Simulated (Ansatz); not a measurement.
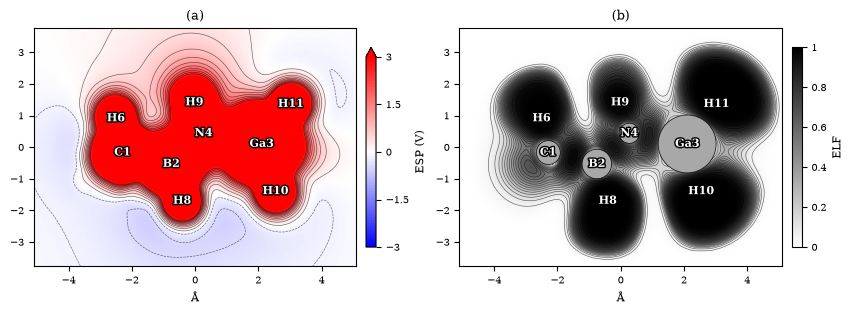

The picture shows: CH₇BGaN (SMILES CB[NH][GaH2]). (a) molecular electrostatic potential; (b) ELF on the plane of atoms Ga3, N4 and H9. Grey discs cover the atomic cores in the ELF map.

Geometry: B3LYP-D3(BJ)/def2-SVP.

Method: Ansatz 0.2.0, isolated molecule in a Gaussian basis; Kohn-Sham density functional theory, functional PBE0.

Input

```
crystal:
  periodic: [false, false, false]
  atoms:
    - {symbol: C, position_ang: [-0.078133, -0.758997, -0.651056]}
    - {symbol: B, position_ang: [-0.872418, 0.243836, 0.270420]}
    - {symbol: Ga, position_ang: [-2.900356, 2.280396, 0.812284]}
    - {symbol: N, position_ang: [-1.914495, 1.073352, -0.202269]}
    - {symbol: H, position_ang: [-0.167169, -1.787565, -0.256858]}
    - {symbol: H, position_ang: [-0.398615, -0.766457, -1.706468]}
    - {symbol: H, position_ang: [1.001974, -0.527240, -0.620760]}
    - {symbol: H, position_ang: [-0.591465, 0.324289, 1.449955]}
    - {symbol: H, position_ang: [-2.141138, 0.997076, -1.193406]}
    - {symbol: H, position_ang: [-2.544916, 2.388618, 2.327895]}
    - {symbol: H, position_ang: [-4.005704, 3.082393, 0.040916]}
basis:
  gaussian: {orbitals: def2-TZVPD}
hamiltonian: {xc: pbe0}
output: {forces: true, orbitals: {seedname: orbitals}}
```

Run with:

```sh
ansatz run input.yaml --threads 2 --pin off --max-ram 4350MiB --events-out events.jsonl --progress --plain --runs-dir runs
```

Q: Interpret the plot.

A:
- The plane passes through C, B, Ga, N and H nuclei.
- B–N (1.41 Å): the ELF peaks at about 0.95 between the atoms: a short, strongly polar bond.
- C–B (1.58 Å): the ELF peaks at about 0.95 between the atoms: a covalent bond.
- Ga–N (1.86 Å): the ELF peaks at about 0.90 in the valence shell of N, 0.6 Å from its nucleus, and is about 0.35 at the midpoint.
- N–H (1.02 Å): the ELF climbs to about 1 towards the hydrogen, as it does in any bond to H; an ordinary covalent bond to hydrogen.
- C–H (1.10 Å): the ELF climbs to about 1 towards the hydrogen (an ordinary covalent bond to hydrogen).
- Outside the dense part of the molecule the potential is most negative (−0.6 V) near H8.
